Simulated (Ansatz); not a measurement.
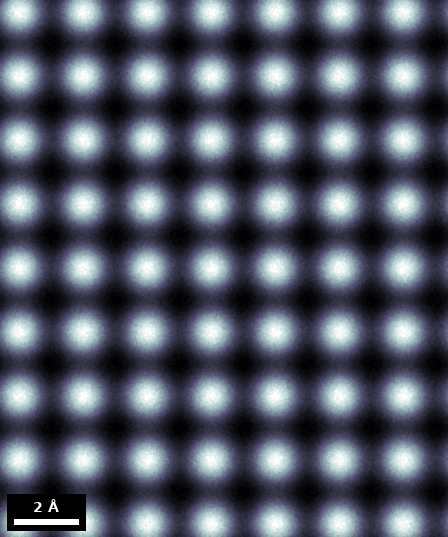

Z-contrast image of Ag (Fm-3m, No. 225) along [001]. The image is simulated as a sum over atoms of Z^1.7, blurred by a 1.20 Å probe (no channelling). The probe carries 15 % of its weight in a tail 2.5 times as wide. Shot noise was added. Structure used: the geometry given to an electronic-structure calculation, possibly off equilibrium.

Question: What can be read from this image?

Answer: The columns repeat on a square net with a repeat of 2.00 Å (plane group p4mm). All columns are alike (Ag). The shortest distance between visible columns is 2.00 Å in projection. Along the beam the structure repeats every 4.00 Å.
